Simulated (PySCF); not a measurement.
# H8O4Yb (Yb(H2O)43+): the cost of one run

Program: PySCF 2.14.0. Level of theory: several levels, as the steps say, no spin–orbit coupling. These are calculated values, not measurements.

4 further runs of the same task are left out: 2 for a known fault of the program, 1 that didn't finish, 1 set aside as unsound or not needed.

## 1. The system as given

13 atoms, charge 3, spin multiplicity 1.

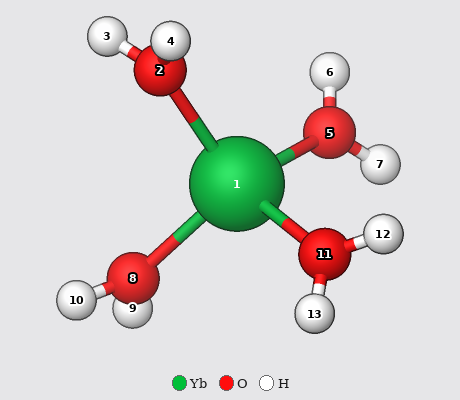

The structure; ytterbium green, oxygen red, hydrogen white; atoms are numbered from 1 in the order of the file.

Coordinates:

```
Yb    0.0000    0.0000    0.0000
O     1.3356    1.2970    1.2277
H     2.1468    1.0408    1.7295
H     1.2629    2.2672    1.3976
O    -1.3357   -1.2277    1.2970
H    -1.2628   -1.3978    2.2673
H    -2.1469   -1.7294    1.0408
O     1.3356   -1.2970   -1.2277
H     1.2629   -2.2672   -1.3976
H     2.1468   -1.0408   -1.7295
O    -1.3357    1.2277   -1.2970
H    -2.1469    1.7294   -1.0408
H    -1.2628    1.3978   -2.2673
```

Formal oxidation states: Yb +3. Each metal's 13 4f electrons lie in its core potential, so multiplicities, spins and levels count the valence alone. An earlier session relaxed this geometry at r2SCAN, Yb lcecp-1-SVP with ECP59, O def2-SVP, H def2-SVP (singlet, point group S4).

At r2SCAN on the finer grid: E = -343.783675 Eh, HOMO -23.17 eV, LUMO -15.69 eV, Mulliken charge on Yb1 +1.69 e, largest force component 0.032 eV/Å. 

Levels to run: TPSSh; HF; M06-L; BLYP; r2SCAN, TZVP. Hardware: 2 threads of Arm Neoverse V1, shared host.

## 2. TPSSh

The input, run.py (the lines that set the calculation):

```python
mol = gto.M(atom='''
Yb    -0.00003     0.00000     0.00000
O      1.33560     1.29699     1.22766
H      2.14681     1.04084     1.72946
H      1.26292     2.26720     1.39760
O     -1.33565    -1.22767     1.29699
H     -1.26276    -1.39775     2.26725
H     -2.14691    -1.72944     1.04084
O      1.33560    -1.29699    -1.22766
H      1.26292    -2.26720    -1.39760
H      2.14681    -1.04084    -1.72946
O     -1.33565     1.22767    -1.29699
H     -2.14691     1.72944    -1.04084
H     -1.26276     1.39775    -2.26725''',
    basis={'Yb': 'lcecp-1-SVP', 'O': 'def2-SVP', 'H': 'def2-SVP'},
    ecp={'Yb': 'lcecp-1-SVP'},
    charge=3, spin=0)
mf = dft.RKS(mol, xc='TPSSH')
mf.grids.atom_grid = (75, 302)  # f atoms: unpruned, at least (60, 302)
mf = mf.density_fit()  # fitting sets: Yb AutoAux, O def2-universal-JKFIT, H def2-universal-JKFIT
mf.conv_tol = 1e-08; mf.max_cycle = 55
mf.kernel(dm0)  # dm0: the density of the relaxed state
```

Launch:

```console
> OMP_NUM_THREADS=2 python run.py
```

**Question.** How long does this run take on 2 threads of Arm Neoverse V1, shared host?

About 16 s.
